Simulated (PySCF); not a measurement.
SMILES [SiH2](C(C)C)[SiH2]Cl (C₃H₁₁ClSi₂) at its GFN2-xTB optimised geometry (Å):

```
17

C      1.8197    -2.0764    -0.0959
C      1.2597    -0.6598     0.0000
C      1.8122     0.2036    -1.1319
Si    -0.6564    -0.6598     0.0000
Si    -1.5174     1.4891     0.0000
Cl    -0.4797     2.6944     1.2647
H      1.4551    -2.6944     0.7215
H      1.5207    -2.5417    -1.0329
H      2.9085    -2.0646    -0.0555
H      1.6065    -0.2279     0.9460
H      2.9018     0.2030    -1.1180
H      1.4750     1.2346    -1.0380
H      1.4883    -0.1774    -2.0991
H     -1.0990    -1.4600     1.1529
H     -1.1136    -1.3796    -1.1991
H     -2.9085     1.5623     0.4513
H     -1.4751     2.1742    -1.2951
```

Computed with PySCF 2.14.0 with CAM-B3LYP/def2-SVP.

Map of the log10 of the electron density (e/bohr³), floored at −4 on the plane z = 0.8 Å:

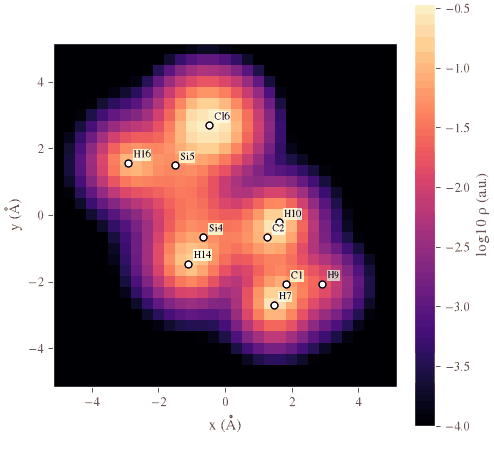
Figure. Log10 of the electron density (e/bohr³), floored at −4 on the plane z = 0.8 Å.
